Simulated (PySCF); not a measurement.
```xyz
12

F    -3.0124    0.6460   -0.8869
C    -2.1860    0.6949    0.1801
Cl   -1.8766    2.3060    0.6559
Si   -0.9665   -0.6888    0.4514
Si    0.9419   -0.5285   -0.9195
P     2.7157    0.4343    0.0612
H    -0.6342   -0.5753    1.8755
H    -1.7374   -1.9084    0.2074
H     0.7031    0.2675   -2.1303
H     1.4078   -1.8507   -1.3596
H     2.6342   -0.2934    1.2359
H     2.0116    1.4956    0.6028
```

Geometry: GFN2-xTB.

The calculation used UKS B3LYP, pcH-1 on C Cl F H P Si, non-relativistic, mean-field spin-orbit, GIAO in PySCF 2.14.0, density-fitted response routines.

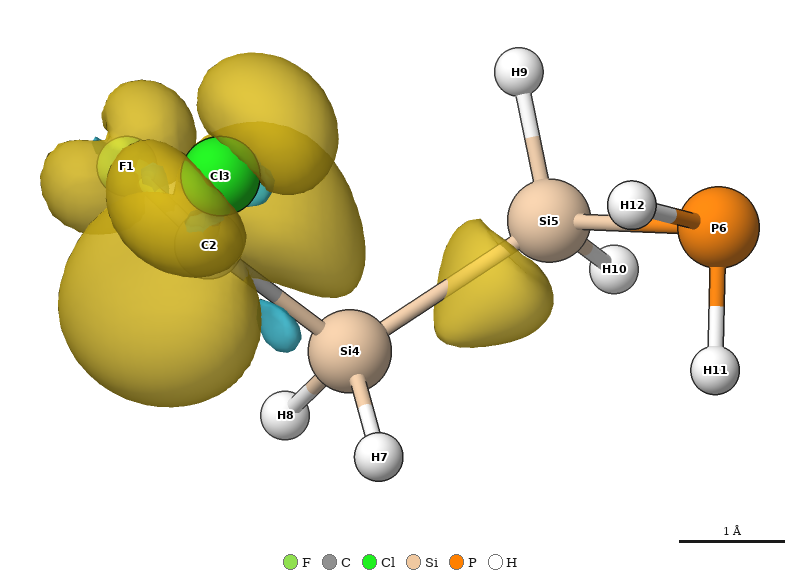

CH6ClFPSi2 (SMILES F[C](Cl)[SiH2][SiH2]P) (doublet). Isosurfaces of the spin density (α minus β) at +0.015 (yellow) and −0.015 e/Å³ (cyan), seen from one side.

Describe the spin distribution.

Answer. The unpaired spin (1 electron) lies mostly on C2 (about 0.6), Cl3 (about 0.1) and F1 (about 0.1), in electrons by Hirshfeld's partition.
